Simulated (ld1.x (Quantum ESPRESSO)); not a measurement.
Cs: pseudopotential generation

Caesium (Cs, Z = 55), core [Xe], reference valence 5d1 6s0 6p0, valence charge 1. Computed at this level: TM potential, PBE, scalar-relativistic, made with ld1.x (Quantum ESPRESSO) 7.5.

Summary:

- outcome: generated, with a ghost state
- cutoffs needed: 6 Ry or less and 8 Ry (the cutoffs, on a coarse ladder, from which the occupation-weighted sum of valence levels, in a spherical-Bessel basis at the reference potential, stays within 10 and 1 mRy of its value at 400 Ry); ghost states and empty shells don't enter this sum
- ghost test: ghost state below the valence levels: p at -335.0 eV (spherical-Bessel basis up to 400 Ry, 20 bohr box)
- largest excitation error: +126 meV (all-electron minus pseudo) for 5d0 6s0 6p1, out of 4 test configurations
- range over which the phases arctan(r u′/u) at the test radius agree within 0.05 rad (a looser test near the poles than one of phase shifts): s: between about -1.9 and 0.8 Ry; p: between about -0.8 and 0.1 Ry; d: up to about 0.6 Ry
- hardware: 1 CPU thread, shared host
- wall time: 2.2 s

Remarks:

The potential has a bound ghost state, so it can't be used as it stands.

Input:
```
 &input
   title='Cs', zed=55., rel=1, dft='PBE', iswitch=3,
   config='[Xe] 5d1 6s0 6p0',
   nld=3, rlderiv=4.55, eminld=-2.0, emaxld=5.0, deld=0.02
 /
 &inputp
   pseudotype=2, tm=.true., lloc=0,
   nlcc=.false.,
   file_pseudopw='Cs.UPF', file_wfcaegen='ae.wfc', file_wfcncgen='nc.wfc', file_beta='beta', file_chi='chi'
 /
3
6P  2  1   0.00   0.00  4.20  4.20  0.0
5D  3  2   1.00   0.00  4.20  4.20  0.0
6S  1  0   0.00   0.00  4.20  4.20  0.0
 &test
   configts(1)='5d1 6s0 6p0'
 /
```

Input of the test run:
```
 &input
   title='Cs', zed=55., rel=1, dft='PBE', iswitch=2,
   config='[Xe] 5d1 6s0 6p0'
 /
 &test
   file_pseudo='Cs.UPF', nconf=5,
   configts(1)='5d1 6s0 6p0',
   configts(2)='5d0 6s1 6p0',
   configts(3)='5d0 6s0.5 6p0',
   configts(4)='5d0 6s0 6p1',
   configts(5)='5d0.5 6s0.5 6p0'
 /
```

Launched with:
```bash
ld1.x < Cs.in > Cs.out
```

The program's output:
```
     Program LD1 v.7.5
     --------------------------- All-electron run ----------------------------

     Cs
     scalar relativistic calculation

     atomic number is 55.00
     dft =PBE   lsd =0 sic =0 latt =0  beta=0.20 tr2=1.0E-14
     Exchange-correlation= PBE
                           (   1   4   3   4   0   0   0)
     mesh =1251 r(mesh) = 101.25750 a.u. xmin = -7.00 dx = 0.01250
     1 Ry =  13.60569312 eV, c = 137.03599908

     n l     nl                  e(Ry)          e(Ha)          e(eV)
     1 0     1S 1( 2.00)     -2631.2787     -1315.6394    -35800.3710
     2 0     2S 1( 2.00)      -412.7526      -206.3763     -5615.7848
     2 1     2P 1( 6.00)      -370.2473      -185.1236     -5037.4705
     3 0     3S 1( 2.00)       -85.8197       -42.9098     -1167.6361
     3 1     3P 1( 6.00)       -72.1430       -36.0715      -981.5558
     4 0     4S 1( 2.00)       -16.2043        -8.1022      -220.4710
     4 1     4P 1( 6.00)       -11.8324        -5.9162      -160.9881
     3 2     3D 1(10.00)       -52.0748       -26.0374      -708.5131
     5 0     5S 1( 2.00)        -1.9752        -0.9876       -26.8739
     5 1     5P 1( 6.00)        -1.0059        -0.5030       -13.6863
     4 2     4D 1(10.00)        -5.4697        -2.7349       -74.4193
     5 2     5D 1( 1.00)        -0.0424        -0.0212        -0.5763
     6 0     6S 1( 0.00)        -0.1630        -0.0815        -2.2173
     6 1     6P 1( 0.00)        -0.0693        -0.0346        -0.9427

     final scf error:  7.4E-15 reached in  31 iterations

     Etot =  -15573.744747 Ry,   -7786.872374 Ha, -211891.591804 eV

     Ekin =   16409.194871 Ry,    8204.597435 Ha,  223258.469804 eV
     Encl =  -37687.148694 Ry,  -18843.574347 Ha, -512759.779816 eV
     Eh   =    6088.207858 Ry,    3044.103929 Ha,   82834.287784 eV
     Exc  =    -383.998781 Ry,    -191.999391 Ha,   -5224.569576 eV

     normalization and overlap integrals

     s(1S/1S) =  1.000000  <r> =   0.0261  <r2> =    0.0009  r(max) =   0.0169
     s(2S/2S) =  1.000000  <r> =   0.1121  <r2> =    0.0148  r(max) =   0.0947
     s(2P/2P) =  1.000000  <r> =   0.0982  <r2> =    0.0118  r(max) =   0.0765
     s(3S/3S) =  1.000000  <r> =   0.2990  <r2> =    0.1022  r(max) =   0.2739
     s(3P/3P) =  1.000000  <r> =   0.2970  <r2> =    0.1023  r(max) =   0.2672
     s(4S/4S) =  1.000000  <r> =   0.6947  <r2> =    0.5447  r(max) =   0.6409
     s(4P/4P) =  1.000000  <r> =   0.7394  <r2> =    0.6220  r(max) =   0.6738
     s(3D/3D) =  1.000000  <r> =   0.2736  <r2> =    0.0884  r(max) =   0.2215
     s(5S/5S) =  1.000000  <r> =   1.7428  <r2> =    3.4257  r(max) =   1.5375
     s(5P/5P) =  1.000000  <r> =   2.0906  <r2> =    4.9933  r(max) =   1.7863
     s(4D/4D) =  1.000000  <r> =   0.8365  <r2> =    0.8148  r(max) =   0.7172
     s(5D/5D) =  1.000000  <r> =   6.7464  <r2> =   60.0071  r(max) =   3.4648
     s(6S/6S) =  1.000000  <r> =   5.7876  <r2> =   38.5589  r(max) =   4.6770
     s(6P/6P) =  1.000000  <r> =   8.5957  <r2> =   84.6344  r(max) =   7.3351

     ------------------------ End of All-electron run ------------------------

     --------------------- Generating NC pseudopotential ---------------------

      Generating local pot.: lloc=0, matching radius rcloc =   4.2000

      Wfc   6P  rcut= 4.232  Using Troullier-Martins method

      Wfc   5D  rcut= 4.232  Using Troullier-Martins method

     ------------------- End of pseudopotential generation -------------------

     --------------------------- All-electron run ----------------------------

     Cs
     scalar relativistic calculation

     atomic number is 55.00
     dft =PBE   lsd =0 sic =0 latt =0  beta=0.20 tr2=1.0E-14
     Exchange-correlation= PBE
                           (   1   4   3   4   0   0   0)
     mesh =1251 r(mesh) = 101.25750 a.u. xmin = -7.00 dx = 0.01250
     1 Ry =  13.60569312 eV, c = 137.03599908

     n l     nl                  e(Ry)          e(Ha)          e(eV)
     1 0     1S 1( 2.00)     -2631.2787     -1315.6394    -35800.3710
     2 0     2S 1( 2.00)      -412.7526      -206.3763     -5615.7848
     2 1     2P 1( 6.00)      -370.2473      -185.1236     -5037.4705
     3 0     3S 1( 2.00)       -85.8197       -42.9098     -1167.6361
     3 1     3P 1( 6.00)       -72.1430       -36.0715      -981.5558
     4 0     4S 1( 2.00)       -16.2043        -8.1022      -220.4710
     4 1     4P 1( 6.00)       -11.8324        -5.9162      -160.9881
     3 2     3D 1(10.00)       -52.0748       -26.0374      -708.5131
     5 0     5S 1( 2.00)        -1.9752        -0.9876       -26.8739
     5 1     5P 1( 6.00)        -1.0059        -0.5030       -13.6863
     4 2     4D 1(10.00)        -5.4697        -2.7349       -74.4193
     5 2     5D 1( 1.00)        -0.0424        -0.0212        -0.5763
     6 0     6S 1( 0.00)        -0.1630        -0.0815        -2.2173
     6 1     6P 1( 0.00)        -0.0693        -0.0346        -0.9427

     final scf error:  7.4E-15 reached in  31 iterations

     Etot =  -15573.744747 Ry,   -7786.872374 Ha, -211891.591804 eV

     Ekin =   16409.194871 Ry,    8204.597435 Ha,  223258.469804 eV
     Encl =  -37687.148694 Ry,  -18843.574347 Ha, -512759.779816 eV
     Eh   =    6088.207858 Ry,    3044.103929 Ha,   82834.287784 eV
     Exc  =    -383.998781 Ry,    -191.999391 Ha,   -5224.569576 eV

     normalization and overlap integrals

     s(1S/1S) =  1.000000  <r> =   0.0261  <r2> =    0.0009  r(max) =   0.0169
     s(2S/2S) =  1.000000  <r> =   0.1121  <r2> =    0.0148  r(max) =   0.0947
     s(2P/2P) =  1.000000  <r> =   0.0982  <r2> =    0.0118  r(max) =   0.0765
     s(3S/3S) =  1.000000  <r> =   0.2990  <r2> =    0.1022  r(max) =   0.2739
     s(3P/3P) =  1.000000  <r> =   0.2970  <r2> =    0.1023  r(max) =   0.2672
     s(4S/4S) =  1.000000  <r> =   0.6947  <r2> =    0.5447  r(max) =   0.6409
     s(4P/4P) =  1.000000  <r> =   0.7394  <r2> =    0.6220  r(max) =   0.6738
     s(3D/3D) =  1.000000  <r> =   0.2736  <r2> =    0.0884  r(max) =   0.2215
     s(5S/5S) =  1.000000  <r> =   1.7428  <r2> =    3.4257  r(max) =   1.5375
     s(5P/5P) =  1.000000  <r> =   2.0906  <r2> =    4.9933  r(max) =   1.7863
     s(4D/4D) =  1.000000  <r> =   0.8365  <r2> =    0.8148  r(max) =   0.7172
     s(5D/5D) =  1.000000  <r> =   6.7464  <r2> =   60.0071  r(max) =   3.4648
     s(6S/6S) =  1.000000  <r> =   5.7876  <r2> =   38.5589  r(max) =   4.6770
     s(6P/6P) =  1.000000  <r> =   8.5957  <r2> =   84.6344  r(max) =   7.3351

     ------------------------ End of All-electron run ------------------------

     Computing logarithmic derivative in   4.53324
     Computing logarithmic derivative in   4.53324
     Computing the partial wave expansion
       no projector for channel:   0
     R is outside the sphere for l=    1 j= 0.00
     R is outside the sphere for l=    2 j= 0.00

     ---------------------- Testing the pseudopotential ----------------------

     Cs
     scalar relativistic calculation

     atomic number is 55.00   valence charge is  1.00
     dft =PBE   lsd =0 sic =0 latt =0  beta=0.20 tr2=1.0E-14
     mesh =1251 r(mesh) = 101.25750 xmin = -7.00 dx = 0.01250

     n l     nl             e AE (Ry)        e PS (Ry)    De AE-PS (Ry)
     3 2     5D   1( 1.00)       -0.04236       -0.04236       -0.00000
     1 0     6S   1( 0.00)       -0.16297       -0.16297        0.00000
     2 1     6P   1( 0.00)       -0.06929       -0.06929       -0.00000

     eps = 5.6E-15  iter =  4

     Etot =  -15573.744747 Ry,   -7786.872374 Ha, -211891.591804 eV
     Etotps =    -0.142007 Ry,      -0.071004 Ha,      -1.932109 eV

     Ekin =       0.422583 Ry,       0.211292 Ha,       5.749537 eV
     Encl =      -0.261348 Ry,      -0.130674 Ha,      -3.555815 eV
     Ehrt =       0.138674 Ry,       0.069337 Ha,       1.886759 eV
     Ecxc =      -0.132663 Ry,      -0.066331 Ha,      -1.804969 eV
     Epseu=      -0.309254 Ry,      -0.154627 Ha,      -4.207620 eV

     ---------------------- End of pseudopotential test ----------------------
```

Output of the test run (extracts):
```
     ---------------------- Testing the pseudopotential ----------------------

     Cs
     scalar relativistic calculation

     atomic number is 55.00   valence charge is  1.00
     dft =PBE   lsd =0 sic =0 latt =0  beta=0.20 tr2=1.0E-14
     mesh =1251 r(mesh) = 101.25750 xmin = -7.00 dx = 0.01250

     n l     nl             e AE (Ry)        e PS (Ry)    De AE-PS (Ry)
     3 2     5D   1( 1.00)       -0.04236       -0.04236       -0.00000
     1 0     6S   1( 0.00)       -0.16297       -0.16297        0.00000
     2 1     6P   1( 0.00)       -0.06929       -0.06929       -0.00000

     eps = 2.2E-16  iter =  4

     Etot =  -15573.744747 Ry,   -7786.872374 Ha, -211891.591804 eV
     Etotps =    -0.142007 Ry,      -0.071004 Ha,      -1.932108 eV

     Ekin =       0.422583 Ry,       0.211292 Ha,       5.749537 eV
     Encl =      -0.261348 Ry,      -0.130674 Ha,      -3.555816 eV
     Ehrt =       0.138674 Ry,       0.069337 Ha,       1.886759 eV
     Ecxc =      -0.132663 Ry,      -0.066331 Ha,      -1.804969 eV
     Epseu=      -0.309254 Ry,      -0.154627 Ha,      -4.207619 eV

     ---------------------- End of pseudopotential test ----------------------

     ---------------------- Testing the pseudopotential ----------------------

     Cs
     scalar relativistic calculation

     atomic number is 55.00   valence charge is  1.00
     dft =PBE   lsd =0 sic =0 latt =0  beta=0.20 tr2=1.0E-14
     mesh =1251 r(mesh) = 101.25750 xmin = -7.00 dx = 0.01250

     n l     nl             e AE (Ry)        e PS (Ry)    De AE-PS (Ry)
     3 2     5D   1( 0.00)       -0.02820       -0.01926       -0.00895  !
     1 0     6S   1( 1.00)       -0.15333       -0.15682        0.00349
     2 1     6P   1( 0.00)       -0.05427       -0.05378       -0.00049

     eps = 2.3E-15  iter = 19

     Etot =  -15573.867606 Ry,   -7786.933803 Ha, -211893.263388 eV
     Etotps =    -0.271092 Ry,      -0.135546 Ha,      -3.688400 eV
     dEtot_ae =      -0.122859 Ry
     dEtot_ps =      -0.129085 Ry,   Delta E=       0.006226 Ry

     Ekin =       0.089993 Ry,       0.044996 Ha,       1.224411 eV
     Encl =      -0.364316 Ry,      -0.182158 Ha,      -4.956773 eV
     Ehrt =       0.159710 Ry,       0.079855 Ha,       2.172966 eV
     Ecxc =      -0.156479 Ry,      -0.078239 Ha,      -2.129004 eV

     ---------------------- End of pseudopotential test ----------------------

     ---------------------- Testing the pseudopotential ----------------------

     Cs
     scalar relativistic calculation

     atomic number is 55.00   valence charge is  1.00
     dft =PBE   lsd =0 sic =0 latt =0  beta=0.20 tr2=1.0E-14
     mesh =1251 r(mesh) = 101.25750 xmin = -7.00 dx = 0.01250

     n l     nl             e AE (Ry)        e PS (Ry)    De AE-PS (Ry)
     3 2     5D   1( 0.00)       -0.16437       -0.13912       -0.02524  !
     1 0     6S   1( 0.50)       -0.28179       -0.27856       -0.00323
     2 1     6P   1( 0.00)       -0.15685       -0.15558       -0.00127

     eps = 6.6E-15  iter = 26

     Etot =  -15573.759516 Ry,   -7786.879758 Ha, -211891.792741 eV
     Etotps =    -0.162102 Ry,      -0.081051 Ha,      -2.205507 eV
     dEtot_ae =      -0.014769 Ry
     dEtot_ps =      -0.020094 Ry,   Delta E=       0.005326 Ry

     Ekin =       0.052243 Ry,       0.026122 Ha,       0.710805 eV
     Encl =      -0.188658 Ry,      -0.094329 Ha,      -2.566826 eV
     Ehrt =       0.042522 Ry,       0.021261 Ha,       0.578540 eV
     Ecxc =      -0.068209 Ry,      -0.034104 Ha,      -0.928026 eV

     ---------------------- End of pseudopotential test ----------------------

     ---------------------- Testing the pseudopotential ----------------------

     Cs
     scalar relativistic calculation

     atomic number is 55.00   valence charge is  1.00
     dft =PBE   lsd =0 sic =0 latt =0  beta=0.20 tr2=1.0E-14
     mesh =1251 r(mesh) = 101.25750 xmin = -7.00 dx = 0.01250

     n l     nl             e AE (Ry)        e PS (Ry)    De AE-PS (Ry)
     3 2     5D   1( 0.00)       -0.08136       -0.05116       -0.03021  !
     1 0     6S   1( 0.00)       -0.19841       -0.18219       -0.01622  !
     2 1     6P   1( 1.00)       -0.09521       -0.09362       -0.00159

     eps = 8.8E-15  iter = 13

     Etot =  -15573.766826 Ry,   -7786.883413 Ha, -211891.892202 eV
     Etotps =    -0.173311 Ry,      -0.086656 Ha,      -2.358018 eV
     dEtot_ae =      -0.022079 Ry
     dEtot_ps =      -0.031304 Ry,   Delta E=       0.009225 Ry

     Ekin =       0.099318 Ry,       0.049659 Ha,       1.351296 eV
     Encl =      -0.269813 Ry,      -0.134906 Ha,      -3.670988 eV
     Ehrt =       0.113280 Ry,       0.056640 Ha,       1.541259 eV
     Ecxc =      -0.113874 Ry,      -0.056937 Ha,      -1.549338 eV
     Epseu=      -0.002223 Ry,      -0.001112 Ha,      -0.030248 eV

     ---------------------- End of pseudopotential test ----------------------

     ---------------------- Testing the pseudopotential ----------------------

     Cs
     scalar relativistic calculation

     atomic number is 55.00   valence charge is  1.00
     dft =PBE   lsd =0 sic =0 latt =0  beta=0.20 tr2=1.0E-14
     mesh =1251 r(mesh) = 101.25750 xmin = -7.00 dx = 0.01250

     n l     nl             e AE (Ry)        e PS (Ry)    De AE-PS (Ry)
     3 2     5D   1( 0.50)       -0.03437       -0.03395       -0.00041
     1 0     6S   1( 0.50)       -0.15736       -0.16301        0.00564  !
     2 1     6P   1( 0.00)       -0.06101       -0.06321        0.00219

     eps = 7.8E-16  iter = 17

     Etot =  -15573.805662 Ry,   -7786.902831 Ha, -211892.420588 eV
     Etotps =    -0.204769 Ry,      -0.102384 Ha,      -2.786024 eV
     dEtot_ae =      -0.060915 Ry
     dEtot_ps =      -0.062762 Ry,   Delta E=       0.001847 Ry

     Ekin =       0.244039 Ry,       0.122020 Ha,       3.320324 eV
     Encl =      -0.314837 Ry,      -0.157419 Ha,      -4.283581 eV
     Ehrt =       0.147538 Ry,       0.073769 Ha,       2.007357 eV
     Ecxc =      -0.141011 Ry,      -0.070506 Ha,      -1.918559 eV
     Epseu=      -0.140497 Ry,      -0.070249 Ha,      -1.911566 eV

     ---------------------- End of pseudopotential test ----------------------
```

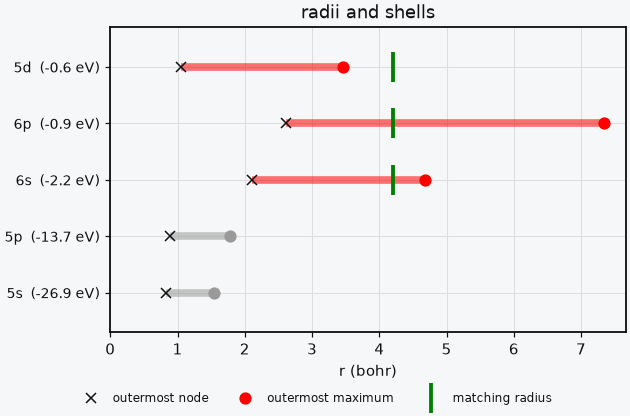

Outer shells of the all-electron reference atom: each bar runs from the outermost node (or the nucleus) to the outermost maximum of u(r); the tick is the radius chosen for the pseudo-wave. Shells without a tick have no pseudo-wave of their own. Levels, nodes and maxima are from ld1.x, scalar-relativistic.

- Radii against the shells: 6s: 4.20 bohr, between node and maximum; 6p: 4.20 bohr, between node and maximum; 5d: 4.20 bohr, outside the maximum.

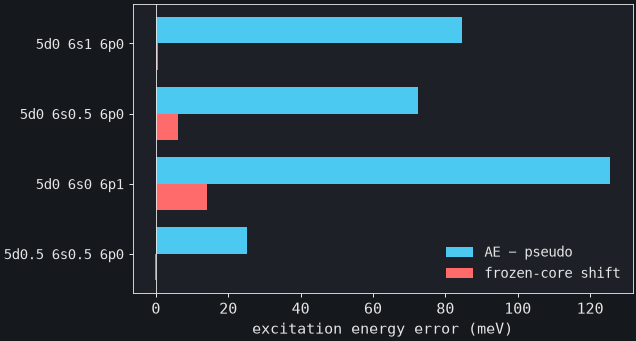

Errors, all-electron minus pseudo, of the energies of valence configurations relative to the unpolarised reference 5d1 6s0 6p0. The frozen-core shift is the all-electron excitation energy with the core held at its reference shape less the relaxed one.

- Worst configuration: 5d0 6s0 6p1 (neutral): the error is +126 meV on an all-electron energy of -0.30 eV relative to the reference, or 42 %.
- Configurations within 10 meV and within 50 meV: 0 and 1 of 4. The potential isn't sound: its ghost test gives ghost state below the valence levels: p at -335.0 eV.

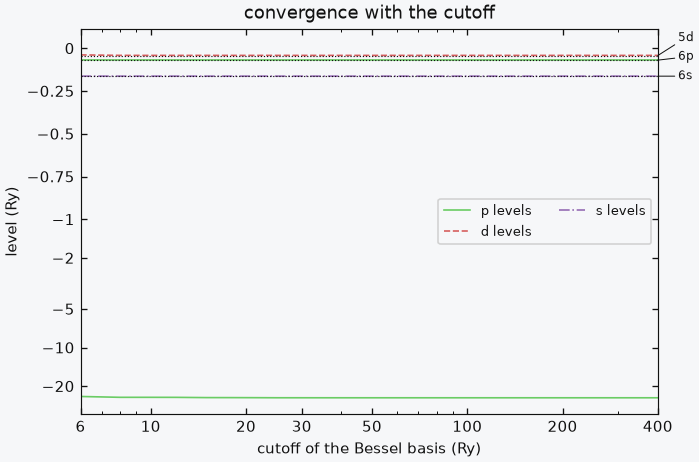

The pseudo-atom Hamiltonian at the reference potential is diagonalised in spherical Bessel functions (20 bohr box) up to the cutoff. Curves: the lowest levels of each channel that holds a bound state. Dotted lines: the all-electron valence levels.

- Ghost states: ghost state below the valence levels: p at -335.0 eV. A ghost is a state of the pseudo-atom that lies below a valence level of its channel, or is bound in a channel without one, and matches no all-electron valence level; bound levels above the valence ones can be real empty states. In Ry: p -24.62.
- Onset of the ghost: the lowest p curve lies clearly below the lowest valence level of its channel already at the lowest cutoff, 6 Ry, and ends at -24.62 Ry.
- All-electron valence levels: 6p: -0.07 Ry; 5d: -0.04 Ry; 6s: -0.16 Ry.
